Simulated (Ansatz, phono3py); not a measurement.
# NaCl (Fm-3m): lattice thermal conductivity, part 2 of 3

How well does the lattice of NaCl conduct heat?

Experimental results on record:
- thermal conductivity 7.1 W/m/K near room temperature (given in “Combining the AFLOW GIBBS and Elastic Libraries to efficiently and robustly screen thermo-mechanical properties of solids”, 2017, arXiv:1611.05714)
- thermal conductivity 7.1 W/m/K near room temperature (given in “Predicting the lattice thermal conductivity of solids by solving the Boltzmann transport equation: AFLOW - AAPL an automated, accurate and efficient framework”, 2017, arXiv:1611.05481)

Ansatz 0.2.0; DFT PBEsol, scalar-relativistic, plane waves, PAW; PAW set soft_1.

So far. Step 2 (A first coarse run): The start is under -0.24 GPa at this level and looks like an insulator or semiconductor on this mesh. Step 4 (Relaxing to small residual forces and stress): The residual pressure is 0.0018 GPa, small enough for phonons. The relaxed cell has a = 5.602 Å (conventional setting).

The database entry behind the starting cell differs from later determinations by our own check (an axis about 0.4 % short against later determinations), so it need not match the best structure at ambient conditions.

### 5. Third-order constants and the Boltzmann equation

Pairs of atoms inside the cutoff are displaced in a supercell, the forces give the cubic constants, and these give the three-phonon rates of the Boltzmann equation.

input.yaml

```yaml
crystal:
  lattice:
    - [0.0, 2.800917063, 2.800917063]
    - [2.800917063, 0.0, 2.800917063]
    - [2.800917063, 2.800917063, 0.0]
  atoms:
    - { symbol: Na, position: [0.0, 0.0, 0.0] }
    - { symbol: Cl, position: [0.5, 0.5, 0.5] }
kpoints:
  mp_grid: { grid: [6, 6, 6] }
hamiltonian:
  xc: pbesol
  pseudopotentials: { kind: paw, azcp: { folder: soft_1 }, xc_functional: pbe }
scf:
  occupations: { method: fixed }
  lower_state_search: "off"
output:
  eigenvalues: true
phonons:
  method: fd
  dielectric: true
  qmesh: [6, 6, 6]
  temperatures: { t_max: 1000, t_step: 50 }
  qpath:
    path:
      - [[0.0, 0.0, 0.0], [0.5, 0.0, 0.5], [0.625, 0.25, 0.625]]
      - [[0.375, 0.375, 0.75], [0.0, 0.0, 0.0], [0.5, 0.5, 0.5], [0.5, 0.25, 0.75], [0.5, 0.0, 0.5]]
    npoints: 10
  third_order: { supercell: [3, 3, 3], pair_cutoff: 5.001 }
  lattice_thermal_conductivity:
    qmesh: [19, 19, 19]
    temperatures: [100.0, 150.0, 200.0, 300.0, 400.0, 500.0, 600.0, 800.0]
    isotope_mass_variance:
      - { species: Cl, variance: 0.0005827 }
      - { species: Na, variance: 0.0 }
```

Run with:

```sh
> ansatz run input.yaml --threads 8 --pin off --max-ram 19456MiB --backend cpu --events-out ev --progress --plain --runs-dir out
```

Numbers of over 12 decimals in the logs are rounded to 6 here.

Log:

```text
Warning: phonons.dielectric: true without phonons.rigid_motions: the static dielectric tensor ε⁰ will be withheld (ε∞, Z* and the rows of modes are given); for a crystal or a slab, whose only rigid motions are the translations, set phonons.rigid_motions: translations
[...]
Crystal: 12 atoms, lattice volume = 263.683 Å³
Basis set: ecut = 420 eV, 5123 PW (Γ), FFT grids on a1, −a1+a2+a3, −a1+a3, exchange–correlation on 54×144×96 points (8 copies of the dense FFT grid, shifted against one another)
Bands: 60, of which v1, the nominal top of the filled ones, is band 48 counted from 1 (47 counted from 0)
Symmetry: 24 space group operations
k-points: 16 of 36
[...]
SCF iter   1: F=—  HF=-15241.726394 eV  |F-HF|=—  |Δ(HF+E_count)|=         —  Δρ=4.82e-8  dr2=3.55e-12  ethr=1.00e-12  ⟨swp⟩=3.0  Hψ=2437  notcnv=0
[...]
SCF iter   2: F=-15241.726394 eV  HF=-15241.726394 eV  |F-HF|=7.28e-12  |Δ(HF+E_count)|=  7.28e-12  Δρ=1.81e-8  dr2=2.63e-13  ethr=1.00e-12  ⟨swp⟩=3.0  Hψ=2105  notcnv=0
SCF 1 converged in 2 iterations: F = -15241.726394 eV  dr2 = 2.63e-13
[...]
Crystal: 2 atoms, lattice volume = 43.947 Å³
Basis set: ecut = 420 eV, 869 PW (Γ), exchange–correlation on 54×54×54 points (8 copies of the dense FFT grid, shifted against one another)
Bands: 12, of which v1, the nominal top of the filled ones, is band 8 counted from 1 (7 counted from 0)
Symmetry: 48 space group operations
k-points: 30 of 216 (irreducible under 8 space group operations, time reversal used)
[...]
SCF iter   4: F=-2540.287732 eV  HF=-2540.287732 eV  |F-HF|=3.00e-11  |Δ(HF+E_count)|=  4.87e-11  Δρ=4.61e-7  dr2=3.17e-11  ethr=1.00e-12  ⟨swp⟩=6.0  Hψ=1473  notcnv=0
SCF 2 converged in 4 iterations: F = -2540.287732 eV  dr2 = 3.17e-11
[...]
NSCF: frozen V_eff on 2 k-points
DFPT response loops at Γ: preconditioner auto → none (the input reference at scf.mixing.eps_inf says where Resta's filter doesn't serve); β = 0.50; Broyden in place of MSR1
Symmetry: 2 space group operations
k-points: 16 of 36 (time reversal used)
[...]
SCF iter   1: F=—  HF=-15241.726416 eV  |F-HF|=—  |Δ(HF+E_count)|=         —  Δρ=1.20e-4  dr2=2.75e-5  ethr=7.41e-9  ⟨swp⟩=3.0  Hψ=3609  notcnv=0  defer=48
eigensolver tolerance schedule calibrated: the retry pair's looser diagonalisation under-reported the residual by θ = 0.74 (0.13/decade); ethr = c·dr2/N_el runs at the constant in force after the calibration composes with the one it found (an armed cap, an earlier calibration), c = 5.7e-2
SCF iter   2: F=—  HF=-15241.726390 eV  |F-HF|=—  |Δ(HF+E_count)|=   2.59e-5  Δρ=5.91e-5  dr2=5.95e-6  ethr=7.41e-9  ⟨swp⟩=2.0  Hψ=1559  notcnv=0  defer=48
[...]
SCF iter   7: F=-15241.726387 eV  HF=-15241.726387 eV  |F-HF|=1.82e-12  |Δ(HF+E_count)|=  7.28e-12  Δρ=1.60e-8  dr2=7.88e-13  ethr=1.00e-12  ⟨swp⟩=6.3  Hψ=4013  notcnv=0
SCF 3 converged in 7 iterations: F = -15241.726387 eV  dr2 = 7.88e-13
[...]
Symmetry: 1 space group operations
k-points: 20 of 36 (time reversal used)
[...]
SCF iter   7: F=-15241.726387 eV  HF=-15241.726387 eV  |F-HF|=3.64e-12  |Δ(HF+E_count)|=    0.00e0  Δρ=1.28e-8  dr2=4.25e-13  ethr=1.00e-12  ⟨swp⟩=6.0  Hψ=4947  notcnv=0
SCF 4 converged in 7 iterations: F = -15241.726387 eV  dr2 = 4.25e-13
[...]
SCF iter   6: F=-15241.726386 eV  HF=-15241.726386 eV  |F-HF|=9.09e-12  |Δ(HF+E_count)|=  7.28e-11  Δρ=5.02e-8  dr2=6.01e-12  ethr=1.00e-12  ⟨swp⟩=6.8  Hψ=4312  notcnv=0
SCF 5 converged in 6 iterations: F = -15241.726386 eV  dr2 = 6.01e-12
[...]
SCF iter   6: F=-15241.726387 eV  HF=-15241.726387 eV  |F-HF|=3.64e-12  |Δ(HF+E_count)|=  7.09e-11  Δρ=4.45e-8  dr2=5.66e-12  ethr=1.00e-12  ⟨swp⟩=6.2  Hψ=5413  notcnv=0
SCF 6 converged in 6 iterations: F = -15241.726387 eV  dr2 = 5.66e-12
[...]
Basis set: ecut = 420 eV, 5161 PW (Γ), FFT grids on a1, a2, −3a1−3a2+a3, exchange–correlation on 54×80×160 points (8 copies of the dense FFT grid, shifted against one another)
SCF iter   1: F=—  HF=-15241.726393 eV  |F-HF|=—  |Δ(HF+E_count)|=         —  Δρ=6.14e-8  dr2=5.66e-12  ethr=1.00e-12  ⟨swp⟩=4.2  Hψ=2939  notcnv=0
[...]
SCF 7 converged in 2 iterations: F = -15241.726393 eV  dr2 = 4.39e-13
[...]
SCF 8 converged in 7 iterations: F = -15241.726387 eV  dr2 = 7.84e-13
[...]
SCF 9 converged in 7 iterations: F = -15241.726386 eV  dr2 = 1.35e-12
Basis set: ecut = 420 eV, 5167 PW (Γ), FFT grids on a1, a1+a2, 2a1+a3, exchange–correlation on 96×96×96 points (8 copies of the dense FFT grid, shifted against one another)
k-points: 15 of 36
SCF iter   1: F=—  HF=-15241.726394 eV  |F-HF|=—  |Δ(HF+E_count)|=         —  Δρ=4.81e-8  dr2=3.52e-12  ethr=1.00e-12  ⟨swp⟩=3.0  Hψ=2236  notcnv=0
[...]
SCF iter   2: F=-15241.726394 eV  HF=-15241.726394 eV  |F-HF|=0.00e0  |Δ(HF+E_count)|=  3.64e-12  Δρ=1.81e-8  dr2=2.62e-13  ethr=1.00e-12  ⟨swp⟩=3.0  Hψ=1976  notcnv=0
SCF 10 converged in 2 iterations: F = -15241.726394 eV  dr2 = 2.62e-13
[...]
SCF iter   1: F=—  HF=-15241.726412 eV  |F-HF|=—  |Δ(HF+E_count)|=         —  Δρ=1.19e-4  dr2=2.56e-5  ethr=6.21e-9  ⟨swp⟩=3.0  Hψ=4560  notcnv=0  defer=50
[...]
SCF iter   7: F=-68587.766475 eV  HF=-68587.766475 eV  |F-HF|=1.46e-11  |Δ(HF+E_count)|=  4.37e-11  Δρ=6.82e-8  dr2=6.33e-11  ethr=1.00e-12  ⟨swp⟩=4.0  Hψ=3935  notcnv=0
SCF 109 converged in 7 iterations: F = -68587.766475 eV  dr2 = 6.33e-11
[...]
SCF iter   7: F=-68587.766533 eV  HF=-68587.766533 eV  |F-HF|=2.91e-11  |Δ(HF+E_count)|=  2.04e-10  Δρ=7.15e-8  dr2=7.39e-11  ethr=1.00e-12  ⟨swp⟩=4.0  Hψ=6296  notcnv=0
SCF 110 converged in 7 iterations: F = -68587.766533 eV  dr2 = 7.39e-11
[...]
SCF iter   7: F=-68587.766531 eV  HF=-68587.766531 eV  |F-HF|=5.82e-11  |Δ(HF+E_count)|=  1.60e-10  Δρ=7.25e-8  dr2=8.09e-11  ethr=1.00e-12  ⟨swp⟩=4.0  Hψ=6296  notcnv=0
SCF 111 converged in 7 iterations: F = -68587.766531 eV  dr2 = 8.09e-11
[...]
SCF iter   6: F=-68587.766589 eV  HF=-68587.766589 eV  |F-HF|=2.76e-10  |Δ(HF+E_count)|=   1.69e-8  Δρ=2.65e-7  dr2=7.72e-10  ethr=1.00e-12  ⟨swp⟩=5.0  Hψ=6018  notcnv=0
SCF 112 converged in 6 iterations: F = -68587.766589 eV  dr2 = 7.72e-10
[...]
SCF iter   7: F=-68587.767256 eV  HF=-68587.767256 eV  |F-HF|=2.91e-11  |Δ(HF+E_count)|=   1.46e-9  Δρ=9.80e-8  dr2=1.23e-10  ethr=1.00e-12  ⟨swp⟩=4.0  Hψ=3578  notcnv=0
SCF 113 converged in 7 iterations: F = -68587.767256 eV  dr2 = 1.23e-10
[...]
SCF iter   7: F=-68587.766713 eV  HF=-68587.766713 eV  |F-HF|=0.00e0  |Δ(HF+E_count)|=   1.44e-9  Δρ=8.83e-8  dr2=1.02e-10  ethr=1.00e-12  ⟨swp⟩=4.0  Hψ=5280  notcnv=0
SCF 114 converged in 7 iterations: F = -68587.766713 eV  dr2 = 1.02e-10
[...]
SCF iter   7: F=-68587.766286 eV  HF=-68587.766286 eV  |F-HF|=7.28e-11  |Δ(HF+E_count)|=   1.31e-9  Δρ=7.67e-8  dr2=7.35e-11  ethr=1.00e-12  ⟨swp⟩=4.2  Hψ=3299  notcnv=0
SCF 115 converged in 7 iterations: F = -68587.766286 eV  dr2 = 7.35e-11
SCF converged after 2 iterations
Free energy (F): -15241.726394 eV
[...]
Internal energy: -15241.726394 eV  (E = F + TS)
E sigma→0 (E₀):  -15241.726394 eV
Fermi energy:    1.143543 eV
[...]
--- Band table (eV; the first three rows and the last of 16) ---
  k-point 0: bands = [... 44 lower, 0.9299, 1.1435, 1.1435, 1.1435, 6.1563, 8.0695, 8.0695, 8.6124, ... 8 higher]
  k-point 1: bands = [... 44 lower, 0.9299, 0.9698, 0.9698, 1.0126, 7.2705, 8.0127, 8.0695, 8.7293, ... 8 higher]
  k-point 2: bands = [... 44 lower, 1.0699, 1.0699, 1.0699, 1.0699, 6.9907, 6.9907, 8.2402, 8.2402, ... 8 higher]
  k-point 15: bands = [... 44 lower, 0.6946, 0.6946, 0.7703, 0.7703, 8.8770, 8.8770, 9.4660, 9.4660, ... 8 higher]
--- Phonons: 38 displaced members + 10 references (amplitude of the first 0.0025 Å, Σ member SCF iterations 249) ---
  ASR residual: 9.120e-4 → 0.000e0 eV/Å²; symmetrization residual: 1.921e-4 eV/Å²
  largest component of a force at the reference: 3.4e-29 eV/Å
  ASR residual per site (eV/Å²): 9.12e-4 2.14e-4
  Γ frequencies (cm⁻¹): 0.00 0.00 0.00 166.30 166.30 166.30
  Unit cell's response to a homogeneous field, on a k mesh of 6×6×6: 1 representative field direction (Σ response iterations 7)
  ε∞ (high-frequency dielectric tensor):
        2.563473    -0.000000    -0.000000
        0.000000     2.563473    -0.000000
        0.000000     0.000000     2.563473
  ε⁰ (static dielectric tensor): not given — the deck does not say what the cell's rigid motions are, and on a molecule in a box or a wire the rigid rotations would enter the sum over the modes at Γ. For a crystal or a slab, whose only rigid motions are the translations, set phonons.rigid_motions: translations.
  Born effective charges Z* (e; rows j = field, columns β = displacement):
    site 0:
         1.09161   -0.00000    0.00000
         0.00000    1.09161    0.00000
         0.00000   -0.00000    1.09161
    site 1:
        -1.09161    0.00000    0.00000
         0.00000   -1.09161   -0.00000
         0.00000    0.00000   -1.09161
  Z* charge neutrality: 8.763e-6 e pre-enforcement
  k-mesh period / interband length: 23.8 Å / 1.26 Å = 18.81 at k = (0.0000, 0.0000, 0.0000), direct gap 5.013 eV — 14 or more, which is no proof of convergence
  optical modes at Γ without the LO–TO term, one row a degenerate level:
      ω (cm⁻¹)  modes    IR ((D/Å)²/amu)
        166.30      3             5.9140
  optical modes at Γ + LO–TO along q̂ = [1.0000, 0.0000, 0.0000]:
      ω (cm⁻¹)  modes    IR ((D/Å)²/amu)
        166.30      2             3.9426
        254.90      1             1.9713
  optical modes at Γ + LO–TO along q̂ = [0.0000, 1.0000, 0.0000]:
      ω (cm⁻¹)  modes    IR ((D/Å)²/amu)
        166.30      2             3.9426
        254.90      1             1.9713
  optical modes at Γ + LO–TO along q̂ = [0.0000, 0.0000, 1.0000]:
      ω (cm⁻¹)  modes    IR ((D/Å)²/amu)
        166.30      2             3.9426
        254.90      1             1.9713
--- Phonons (by wavevector): 16 wavevectors in 10 supercells ---
  supercell 1 (6 cells, vectors [1, 0, 0], [0, 3, -3], [0, 0, 2] in multiples of the cell's): 4 displaced members by 0.0025 Å; free energy -15241.726394 eV; taken off its force constants: by the sum rule 4.8e-4, by the symmetrisation 7.2e-5 eV/Å²
  symmetry images taken by strict's conditions (phonons.symmetry_images: auto; settled by no image being taken that strict refuses)
[...]
q = [0.0000, 0.0000, 0.0000] (star 1, supercell 1; hermiticity 8.79e-17, symmetrization 3.43e-5): 0.00 0.00 0.00 166.30 166.30 166.30
[...]
joined force constants: q→R imaginary residual 1.13e-18
  density of states and harmonic sums: on the 24×24×24 q-mesh, interpolated from the force constants of a 6×6×6 supercell (with the dipole–dipole term)
  largest difference from the sums on the solved wave vectors: F 4.23e-3 eV, S 5.41e-6 and C_V 1.18e-6 eV/K
  zero-point energy: 0.052922 eV/cell   skipped modes (ω ≤ 0): 3   left out of the sums: 3.62e-5 of the cell's modes: C_V's classical limit lies that fraction below 3 k_B per atom; for a crystal, a wire or a layer, F and S can be off by more, and a phonons.interpolated_qmesh denser along its periods is the remedy for the sampling
--- Third-order force constants: 65 member SCFs in a 3×3×3 supercell (pair cutoff 5.001 Å, amplitude 0.03 Å, SCF threshold 1.00e-9 eV, Σ member SCF iterations 448) ---
[...]
sum-rule residual: 5.146e-2 → 6.043e-16 eV/Å³; symmetrization residual: 2.098e-3 eV/Å³; largest sum-rule correction relative to its orbit: 1.591e-1, on the orbit of the block of home site 0 with site 1 of cell (-2, 0, 0) and site 0 of cell (0, 0, 0), whose norm before the correction was 9.022e-2 eV/Å³
--- Lattice thermal conductivity: 19×19×19 mesh (220 irreducible points), tetrahedron method ---
  three-phonon and isotope scattering only; four-phonon, boundary and, in a metal, phonon-electron scattering are left out
  each conductivity is what the modes' populations carry and what the coherences between them add
  conductivity (a third of the tensor's trace), W/(m K), in the relaxation-time approximation and from the full solution:
       T (K)   relaxation time   full solution  iterations             ending  least Ritz value
      100.00           21.0311         24.5989           9          converged          4.767e-1
      150.00           14.4154         16.9327           9          converged          4.611e-1
      200.00           11.0363         12.9944          10          converged          4.524e-1
      300.00            7.5592          8.9228          10          converged          4.432e-1
      400.00            5.7772          6.8257          10          converged          4.384e-1
      500.00            4.6943          5.5467          10          converged          4.355e-1
      600.00            3.9675          4.6858          10          converged          4.335e-1
      800.00            3.0546          3.6012          10          converged          4.309e-1
```

Wall time 14 min (8 threads of Arm Neoverse V2, shared host); peak memory 9 GiB; 1.8 h of CPU time.

Numbers from this step:

| Item | Value |
| --- | --- |
| Γ frequencies | 0, 0, 0, 166.3, 166.3, 166.3 cm⁻¹ (negative: imaginary) |
| lowest frequency on the path | 0 cm⁻¹ |
| zero-point energy | 0.05292 eV/cell |
| point group | m-3m |
| highest frequency | 254.9 cm⁻¹ |
| Debye temperature from the second moment | 276 K |
| κ at 300 K (relaxation time) | 7.559 W/m/K |
| κ at 300 K (full solution) | 8.923 W/m/K |
| dipole term | run |
| mean free path at half of κ | 13.1 nm |
| share of κ above the three lowest branches | 0.115 |
| third-order blocks | 686 |
| periodic aliases dropped | 168 |
| largest relative sum-rule correction | 0.1591 |
| displaced cells, third order | 65 |

LO-TO term included. Phonon branches along the path, in cm⁻¹:

```tsv
point	branch 1	branch 2	branch 3	branch 4	branch 5	branch 6
Γ	0	0	0	166	166	255
X	81	81	136	175	175	185
U	97	125	129	161	178	182
jump to K	97	125	129	161	178	182
Γ	0	0	0	166	166	255
L	115	115	136	136	171	216
W	115	115	135	156	180	180
X	81	81	136	175	175	185
```

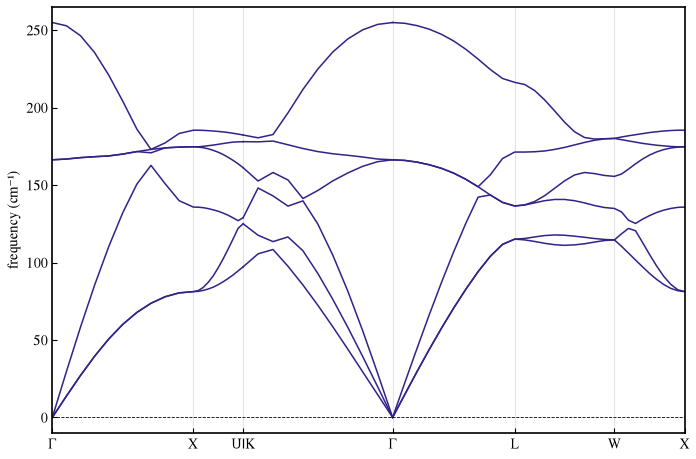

Phonon branches along the path.

W/m/K. Kappa, by row:

```tsv
T (K)	RTA xx	RTA yy	RTA zz	full xx	full yy	full zz	coherence part xx	coherence part yy	coherence part zz	ending	iterations	least Ritz value
100	21.03	21.03	21.03	24.6	24.6	24.6	0.04657	0.04657	0.04657	converged	9	0.477
150	14.42	14.42	14.42	16.93	16.93	16.93	0.07132	0.07132	0.07132	converged	9	0.461
200	11.04	11.04	11.04	12.99	12.99	12.99	0.08786	0.08786	0.08786	converged	10	0.452
300	7.559	7.559	7.559	8.923	8.923	8.923	0.1109	0.1109	0.1109	converged	10	0.443
400	5.777	5.777	5.777	6.826	6.826	6.826	0.1289	0.1289	0.1289	converged	10	0.438
500	4.694	4.694	4.694	5.547	5.547	5.547	0.1444	0.1444	0.1444	converged	10	0.435
600	3.968	3.968	3.968	4.686	4.686	4.686	0.1579	0.1579	0.1579	converged	10	0.433
800	3.055	3.055	3.055	3.601	3.601	3.601	0.1799	0.1799	0.1799	converged	10	0.431
```

The lattice thermal conductivity by temperature:

```tsv
temperature (K)	RTA xx (W/m/K)	full xx (W/m/K)
100	21.0	24.6
150	14.4	16.9
200	11.0	13.0
300	7.56	8.92
400	5.78	6.83
500	4.69	5.55
600	3.97	4.69
800	3.06	3.60
```

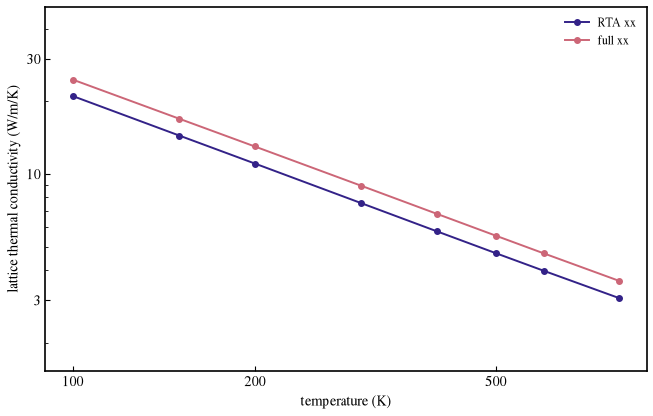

Lattice thermal conductivity against temperature.

The modes has structure finer than the step of the table below, so its rows give means over 10 cm⁻¹, whole bins alone (the curve runs from -10 to 272 cm⁻¹). Peaks (cm⁻¹: height): Cl 117.6: 0.0355, 137.1: 0.0315, 170.8: 0.0383; Na 137.1: 0.0382, 177.9: 0.0457.

Phonopy on the run's constants, 17x17x17 mesh, Gaussian sigma 2.0 cm⁻¹. Table of modes by wavenumber; means over each step; values in 1/cm⁻¹/cell:

```tsv
wavenumber (cm⁻¹)	Cl	Na
0	3.7e-5	2.4e-5
10	7.1e-5	4.6e-5
20	4.4e-4	2.9e-4
30	0.00125	8.0e-4
40	0.00187	0.00121
50	0.00334	0.00216
60	0.00532	0.00346
70	0.00850	0.00557
80	0.0141	0.00948
90	0.0197	0.0127
100	0.0231	0.0134
110	0.0301	0.0133
120	0.0285	0.0114
130	0.0184	0.0161
140	0.0241	0.0273
150	0.0181	0.0203
160	0.0257	0.0328
170	0.0355	0.0400
180	0.0253	0.0380
190	0.00363	0.0136
200	0.00244	0.0105
210	0.00255	0.00968
220	0.00264	0.00754
230	0.00236	0.00499
240	0.00190	0.00346
250	0.00104	0.00171
260	4.7e-5	7.5e-5
```

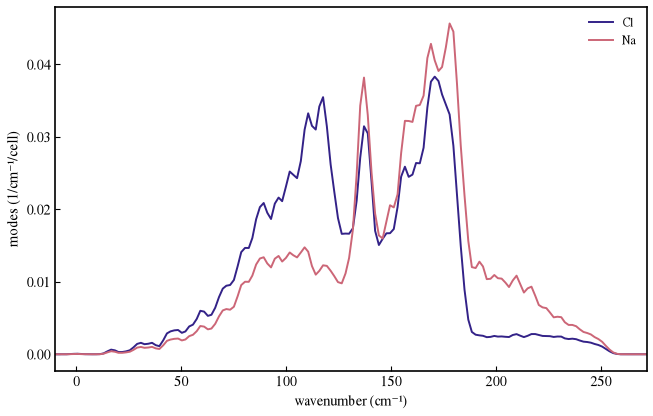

Modes against wavenumber.

Distinct triplets, nearest first. Third order norms, by row:

```tsv
sites	side 1 (Å)	side 2 (Å)	side 3 (Å)	norm of the 27 components (eV/Å³)
Na-Na-Na	0	0	0	0
Cl-Cl-Cl	0	0	0	0
Na-Cl-Cl	0	2.8	2.8	4.473
Na-Cl-Na	0	2.8	2.8	4.426
Na-Cl-Cl	2.8	2.8	3.96	0.051
Na-Cl-Na	2.8	2.8	3.96	0.083
Na-Na-Na	0	3.96	3.96	0.287
Na-Na-Na	3.96	3.96	3.96	0.004
Cl-Cl-Cl	0	3.96	3.96	0.466
Cl-Cl-Cl	3.96	3.96	3.96	0.055
Na-Cl-Cl	2.8	3.96	4.85	0.04
Na-Cl-Na	2.8	3.96	4.85	0.02
Na-Cl-Cl	0	4.85	4.85	0.105
Na-Cl-Na	0	4.85	4.85	0.097
```

Born charge (rows field, columns displacement) (e), principal values of the symmetric part by kind of site:

```tsv
atom	atoms with these values	low	middle	high	mean
Na1	1	1.09	1.09	1.09	1.09
Cl2	1	-1.09	-1.09	-1.09	-1.09
```

In full for Na1:

```
1.09 0.00 0.00
0.00 1.09 0.00
0.00 0.00 1.09
```

RTA, 300 K. Kappa by branch, by row:

```tsv
branch (by rank)	mean frequency (THz)	mean rms speed (km/s)	median lifetime (ps)	share of kappa
1	2.67	1.65	5.27	0.323
2	3.07	2.03	3.64	0.294
3	3.95	1.78	3.56	0.268
4	4.75	1.15	2.79	0.053
5	5.13	0.74	2.79	0.025
6	6.03	1.58	0.856	0.037
```

Spectral kappa at 300 K against frequency; read off at these points; values in W/m/K/THz:

```tsv
frequency (THz)	relaxation time (W/m/K/THz)	full solution (W/m/K/THz)
0.10	0	0
0.50	1.23	1.22
0.70	1.36	1.34
0.90	1.16	1.15
1.50	1.14	1.35
1.90	1.11	1.40
2.30	1.24	1.56
2.70	2.56	2.98
3.10	3.03	3.39
3.30	2.42	2.75
3.50	2.85	3.2
3.70	1.66	1.93
3.90	2.33	2.83
4.10	1.50	1.90
4.50	0.827	1.13
5.10	0.504	0.924
5.50	0.256	0.194
5.90	0.225	0.174
6.30	0.140	0.153
6.90	0.0384	0.0664
7.30	0.00726	0.00758
7.70	0	-6.6e-5
```

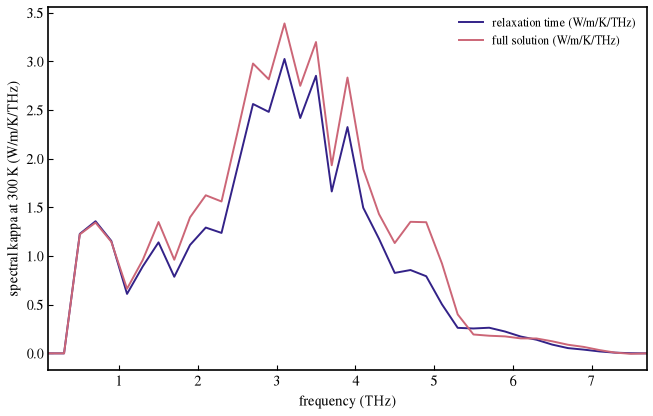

Spectral kappa at 300 K against frequency.

(Continued in part 3 of 3.)

[Logs are printed without paths, hosts, clocks, repeated set-up lines and the standing remarks that a program may print on its own settings, such as how far it seeks lower states.]

[Hosts, paths, dates, database ids (printed as entryN), source tags and the programs' standing remarks are cut or masked in the printed files.]

[A step with changed settings may run another functional than the one named; its input shows which.]
